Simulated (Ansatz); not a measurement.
# Calculations on H4CO

**1. Relaxation**

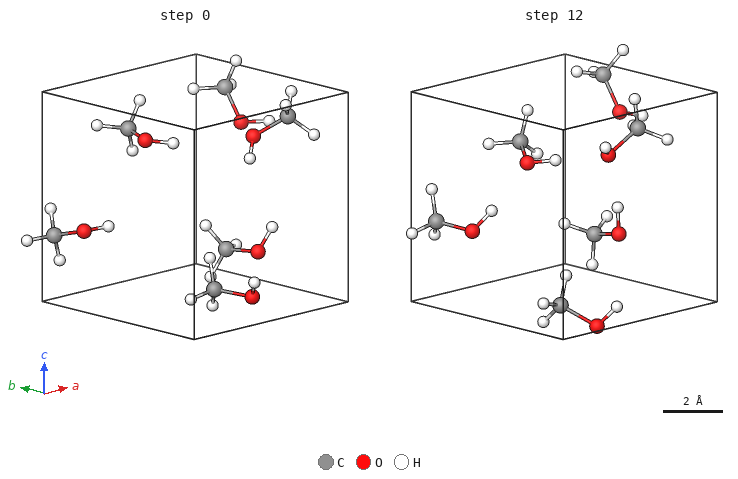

The structure of an amorphous cell of composition H4CO before (left) and after (right) a relaxation, at one scale.

Style: ball-and-stick. Shown: the cell of the calculation, from a free direction.

The cell holds 6 CH3OH. The run prepares the start of a later molecular dynamics calculation, from a guessed geometry.

All numbers below come from Ansatz 0.2.0, DFT PBE-D3(BJ), scalar-relativistic, plane waves, PAW.

Input file:
```yaml
accuracy: low
crystal:
  lattice:
    - [7.380323, 0.0, 0.0]
    - [0.0, 7.380323, 0.0]
    - [0.0, 0.0, 7.380323]
  atoms:
    - { symbol: C, position: [0.5782772, 0.3751673, 0.2596868] }
    - { symbol: O, position: [0.5965376, 0.1841461, 0.278396] }
    - { symbol: H, position: [0.4991108, 0.3973558, 0.1370723] }
    - { symbol: H, position: [0.6668571, 0.1618753, 0.3871765] }
    - { symbol: H, position: [0.5060336, 0.4363688, 0.3742204] }
    - { symbol: H, position: [0.7095289, 0.443072, 0.2440463] }
    - { symbol: C, position: [0.7645907, 0.1575683, 0.8994738] }
    - { symbol: O, position: [0.6727979, 0.2922949, 0.7965398] }
    - { symbol: H, position: [0.8574209, 0.2297754, 0.9887074] }
    - { symbol: H, position: [0.5893715, 0.2302431, 0.7161431] }
    - { symbol: H, position: [0.6715256, 0.0773921, 0.9831001] }
    - { symbol: H, position: [0.8436023, 0.0653243, 0.8138531] }
    - { symbol: C, position: [0.0012584, 0.9214286, 0.3294814] }
    - { symbol: O, position: [0.0116017, 0.7360144, 0.3813192] }
    - { symbol: H, position: [-0.1424292, 0.9547869, 0.3235631] }
    - { symbol: H, position: [0.1389182, 0.7039347, 0.3872717] }
    - { symbol: H, position: [0.0665342, 1.0112833, 0.4282129] }
    - { symbol: H, position: [0.0609453, 0.9459433, 0.1956188] }
    - { symbol: C, position: [0.3443158, 0.7817688, 0.8025068] }
    - { symbol: O, position: [0.276633, 0.6015795, 0.7913976] }
    - { symbol: H, position: [0.2269085, 0.8688806, 0.8230251] }
    - { symbol: H, position: [0.3796142, 0.521996, 0.7730844] }
    - { symbol: H, position: [0.4372638, 0.8001068, 0.916993] }
    - { symbol: H, position: [0.413122, 0.8239267, 0.6777226] }
    - { symbol: C, position: [0.2883232, 0.158861, 0.1593582] }
    - { symbol: O, position: [0.3574664, -0.0203716, 0.1430035] }
    - { symbol: H, position: [0.3558637, 0.2389216, 0.0553268] }
    - { symbol: H, position: [0.2986411, -0.0937009, 0.2348534] }
    - { symbol: H, position: [0.1417127, 0.165073, 0.1359176] }
    - { symbol: H, position: [0.3182161, 0.2189254, 0.291953] }
    - { symbol: C, position: [0.884732, 0.6930232, 0.9193762] }
    - { symbol: O, position: [0.8587636, 0.5611271, 0.7811677] }
    - { symbol: H, position: [0.7651427, 0.7795489, 0.9169975] }
    - { symbol: H, position: [0.9642509, 0.482728, 0.7813684] }
    - { symbol: H, position: [0.8960046, 0.6318021, 1.0543118] }
    - { symbol: H, position: [1.0045533, 0.7774481, 0.8949223] }
basis:
  ecutwfc: 420.0
kpoints:
  mp_grid: { grid: [1, 1, 1] }
hamiltonian:
  xc: pbe
  dispersion: d3bj
scf:
  occupations: { method: fermi_dirac, width: 0.05 }
  lower_state_search: "off"
relax:
  f_tol: 0.3
  max_steps: 15
  adjacent_minimum: "off"
```

Command:
```bash
ansatz run input.yaml --threads 1 --pin off --max-ram 3072MiB --backend cpu --events-out ev --progress --plain --runs-dir out
```

Q: What changed between the two?

A: H9 moves most: 1.53 Å along [−1 1 −2]. By element the largest moves are H 1.53 Å, O 1.36 Å, C 0.96 Å. The lattice vectors keep their values. Some distances before and after: O8–H10 0.970 → 0.997 Å, C25–O26 1.423 → 1.447 Å, O20–H22 0.970 → 0.989 Å, C1–O2 1.423 → 1.438 Å. Bond angles that change, for instance: C7–O8–H10 107.4° → 104.7°, O8–C7–H11 112.3° → 110.1°. The energy falls by 2.935 eV per cell of the calculation in 12 geometry steps. The largest force component goes from 1 to 0.24 eV/Å.

Limits of the set-up: the program's low-accuracy preset was used; the periodic images lie only 7.4 Å apart, so the values are limited by the cell's size.

**2. Dynamics**

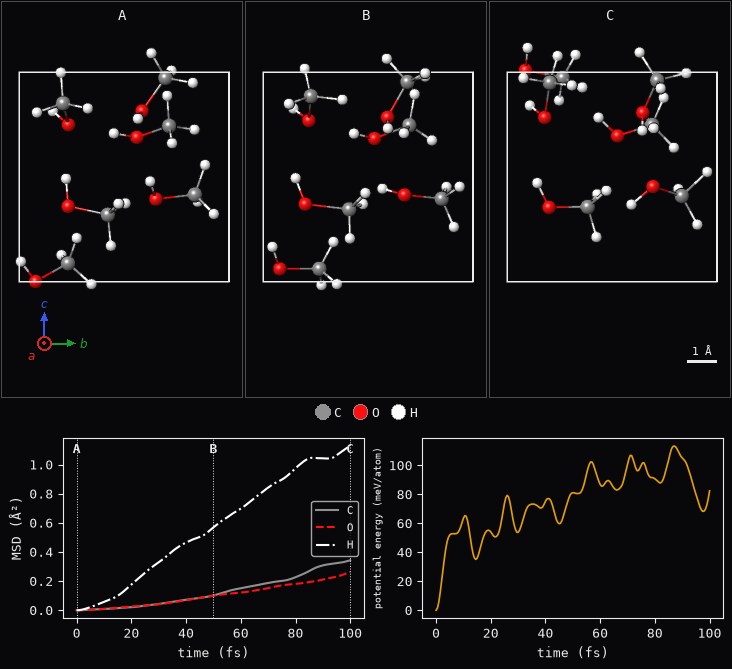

Molecular dynamics of a periodic cell with 6 CH3OH at 0.794 g/cm³, 100 fs long. Frames (A at 0 fs, B at 50 fs, C at 100 fs) and the history of the run. A ball-and-stick model of the simulation cell, seen along the a axis. Atoms that leave the cell re-enter on the other side.

All numbers below come from DFT PBE-D3(BJ), scalar-relativistic, plane waves, PAW (Ansatz). Settings: plane-wave cutoff 420 eV; k-point mesh 1 × 1 × 1; Fermi-Dirac smearing 0.05 eV; low-accuracy preset; Langevin thermostat (NVT); set temperature 1000 K; time step 0.5 fs; H given the mass 2.014 u; friction 0.02 per fs.

Input file:
```yaml
accuracy: low
crystal:
  lattice:
    - [7.380323, 0.0, 0.0]
    - [0.0, 7.380323, 0.0]
    - [0.0, 0.0, 7.380323]
  atoms:
    - { symbol: C, position: [0.61671059, 0.41848349, 0.31620873] }
    - { symbol: O, position: [0.58887638, 0.22975326, 0.35593382] }
    - { symbol: H, position: [0.61681778, 0.43306787, 0.16786741] }
    - { symbol: H, position: [0.57091368, 0.21941601, 0.48774678] }
    - { symbol: H, position: [0.50544218, 0.50267926, 0.37022594] }
    - { symbol: H, position: [0.74775368, 0.46903947, 0.36856401] }
    - { symbol: C, position: [0.68836191, 0.20544749, 0.84735999] }
    - { symbol: O, position: [0.52215662, 0.2309437, 0.74457414] }
    - { symbol: H, position: [0.77657413, 0.32280643, 0.82281095] }
    - { symbol: H, position: [0.42996805, 0.15629902, 0.80923367] }
    - { symbol: H, position: [0.65748568, 0.1946762, 0.99339771] }
    - { symbol: H, position: [0.75707846, 0.08054937, 0.80338023] }
    - { symbol: C, position: [-0.0006326, 0.83339337, 0.41221023] }
    - { symbol: O, position: [0.05006954, 0.64771764, 0.39005859] }
    - { symbol: H, position: [-0.14515254, 0.84690028, 0.37810908] }
    - { symbol: H, position: [0.14847813, 0.62042037, 0.47461045] }
    - { symbol: H, position: [0.01774313, 0.88233017, 0.55331498] }
    - { symbol: H, position: [0.07708694, 0.92371167, 0.31962381] }
    - { symbol: C, position: [0.42362481, 0.71096869, 0.73917285] }
    - { symbol: O, position: [0.31803097, 0.55730872, 0.6844639] }
    - { symbol: H, position: [0.33860258, 0.83173051, 0.72133562] }
    - { symbol: H, position: [0.39212073, 0.44727407, 0.70372119] }
    - { symbol: H, position: [0.46186083, 0.70157359, 0.88308924] }
    - { symbol: H, position: [0.54743608, 0.72457917, 0.65680273] }
    - { symbol: C, position: [0.20911393, 0.2287666, 0.08443729] }
    - { symbol: O, position: [0.29359942, 0.07456262, -0.00217757] }
    - { symbol: H, position: [0.20776929, 0.34029435, -0.01499981] }
    - { symbol: H, position: [0.35332511, 0.00425152, 0.09241391] }
    - { symbol: H, position: [0.06784896, 0.19778091, 0.12349378] }
    - { symbol: H, position: [0.28647231, 0.27032262, 0.20491215] }
    - { symbol: C, position: [0.94400685, 0.69303152, 0.96822911] }
    - { symbol: O, position: [0.94290709, 0.58191699, 0.81022851] }
    - { symbol: H, position: [0.80206926, 0.72189952, 1.00270094] }
    - { symbol: H, position: [1.06898955, 0.56223649, 0.7736351] }
    - { symbol: H, position: [1.00700027, 0.62597337, 1.08593615] }
    - { symbol: H, position: [1.01350053, 0.82351261, 0.944543] }
basis:
  ecutwfc: 420.0
kpoints:
  mp_grid: { grid: [1, 1, 1] }
hamiltonian:
  xc: pbe
  dispersion: d3bj
scf:
  occupations: { method: fermi_dirac, width: 0.05 }
  lower_state_search: "off"
md:
  timestep: 0.5
  n_steps: 200
  ensemble: nvt_langevin
  temperature: 1000.0
  initial_velocities: maxwell_boltzmann
  seed: 931732
  friction: 0.02
  masses: [{ species: H, mass: 2.014 }]
```

Run as
```bash
ansatz run input.yaml --threads 1 --pin off --max-ram 3072MiB --backend cpu --events-out ev --progress --plain --runs-dir out
```

**What do the frames and curves show?**

The mean temperature in the second half is 863 K (standard deviation 105 K). The potential energy in the second half lies on average 92.0 meV per atom above the first frame. In the second half of the run the atoms are, in the root-mean-square, this far from where they began (common drift taken out): H 0.94 Å, C 0.47 Å, O 0.41 Å. The heavy atoms stay within a fraction of a molecule's size of their starting places, while the hydrogen atoms travel further, as molecules turn; so short a run doesn't tell a liquid from a solid.

Limits of the set-up: the program's low-accuracy preset was used; masses were changed (H 2.014 u), which shifts the vibrations; the periodic images lie only 7.4 Å apart, so the values are limited by the cell's size.

The run took 7.1 min on 1 thread of Intel(R) Xeon(R) Platinum 8259CL CPU @ 2.50GHz (Skylake/Cascade Lake), with other jobs on the host, peak memory 0.53 GiB.

**3. Dynamics**

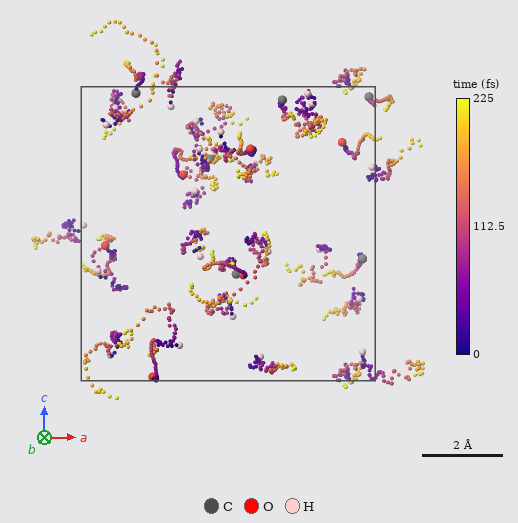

First-principles dynamics of a periodic cell with 6 CH3OH at 0.794 g/cm³, 225 fs long. It starts from the last geometry of an earlier run, with fresh velocities. Dots mark each atom's position at evenly spaced times, coloured by time; spheres stand at the starting positions. Seen along the b axis in the simulation cell.

All numbers below come from DFT PBE-D3(BJ), scalar-relativistic, plane waves, PAW in Ansatz 0.2.0. Set-up: plane-wave cutoff 420 eV; k-point mesh 1 × 1 × 1; Fermi-Dirac smearing 0.05 eV; low-accuracy preset; Langevin thermostat (NVT); set temperature 1000 K; time step 0.75 fs; H given the mass 2.014 u; friction 0.02 per fs.

Input file:
```yaml
accuracy: low
crystal:
  lattice:
    - [7.380323, 0.0, 0.0]
    - [0.0, 7.380323, 0.0]
    - [0.0, 0.0, 7.380323]
  atoms:
    - { symbol: C, position: [0.52747171, 0.38589293, 0.36314315] }
    - { symbol: O, position: [0.55084352, 0.20146972, 0.3603721] }
    - { symbol: H, position: [0.51592319, 0.42716716, 0.21877499] }
    - { symbol: H, position: [0.5848953, 0.14526229, 0.47678985] }
    - { symbol: H, position: [0.40505413, 0.43113621, 0.42309884] }
    - { symbol: H, position: [0.63587399, 0.47480704, 0.44009365] }
    - { symbol: C, position: [0.68418669, 0.20483872, 0.95522878] }
    - { symbol: O, position: [0.57565877, 0.18074109, 0.78897074] }
    - { symbol: H, position: [0.78429268, 0.30991222, 0.94210113] }
    - { symbol: H, position: [0.47513227, 0.10977577, 0.84605371] }
    - { symbol: H, position: [0.60962856, 0.24211231, 1.08214512] }
    - { symbol: H, position: [0.77023394, 0.07943982, 0.97636883] }
    - { symbol: C, position: [-0.0430724, 0.83372602, 0.41525481] }
    - { symbol: O, position: [0.08220841, 0.69712941, 0.45971075] }
    - { symbol: H, position: [-0.05380677, 0.90813725, 0.27822049] }
    - { symbol: H, position: [0.05803083, 0.59393217, 0.37376303] }
    - { symbol: H, position: [-0.19048162, 0.81778166, 0.44793503] }
    - { symbol: H, position: [0.00786019, 0.9552224, 0.52951636] }
    - { symbol: C, position: [0.43726843, 0.69276739, 0.75382882] }
    - { symbol: O, position: [0.34774562, 0.52808129, 0.70135025] }
    - { symbol: H, position: [0.38726628, 0.7964137, 0.64499278] }
    - { symbol: H, position: [0.40263658, 0.43716117, 0.78853123] }
    - { symbol: H, position: [0.39095668, 0.74767589, 0.88287445] }
    - { symbol: H, position: [0.58821923, 0.70039128, 0.73770879] }
    - { symbol: C, position: [0.18683686, 0.26614972, -0.02187438] }
    - { symbol: O, position: [0.24302297, 0.08907668, 0.01407185] }
    - { symbol: H, position: [0.30544382, 0.35995618, -0.06748036] }
    - { symbol: H, position: [0.33489602, 0.09932726, 0.1206677] }
    - { symbol: H, position: [0.08541271, 0.24930514, -0.12965979] }
    - { symbol: H, position: [0.09871473, 0.32777701, 0.08762898] }
    - { symbol: C, position: [0.97883277, 0.71680396, 0.96604042] }
    - { symbol: O, position: [0.88736959, 0.64791801, 0.81146149] }
    - { symbol: H, position: [0.91776925, 0.85610908, 1.00001548] }
    - { symbol: H, position: [0.98893522, 0.6456717, 0.72656444] }
    - { symbol: H, position: [0.95725511, 0.63294224, 1.09875284] }
    - { symbol: H, position: [1.11659366, 0.73327078, 0.92759263] }
basis:
  ecutwfc: 420.0
kpoints:
  mp_grid: { grid: [1, 1, 1] }
hamiltonian:
  xc: pbe
  dispersion: d3bj
scf:
  occupations: { method: fermi_dirac, width: 0.05 }
  lower_state_search: "off"
md:
  timestep: 0.75
  n_steps: 300
  ensemble: nvt_langevin
  temperature: 1000.0
  initial_velocities: maxwell_boltzmann
  seed: 415846
  friction: 0.02
  masses: [{ species: H, mass: 2.014 }]
```

Launched with:
```bash
ansatz run input.yaml --threads 1 --pin off --max-ram 3072MiB --backend cpu --events-out ev --progress --plain --runs-dir out
```

How do the atoms move?

In the second half of the run the atoms are, in the root-mean-square, this far from where they began (common drift taken out): H 1.09 Å, O 0.87 Å, C 0.69 Å. The heavy atoms stay within a fraction of a molecule's size of their starting places; so short a run doesn't tell a liquid from a solid.

Limits of the set-up: the program's low-accuracy preset was used; masses were changed (H 2.014 u), which shifts the vibrations; the periodic images lie only 7.4 Å apart, so the values are limited by the cell's size.
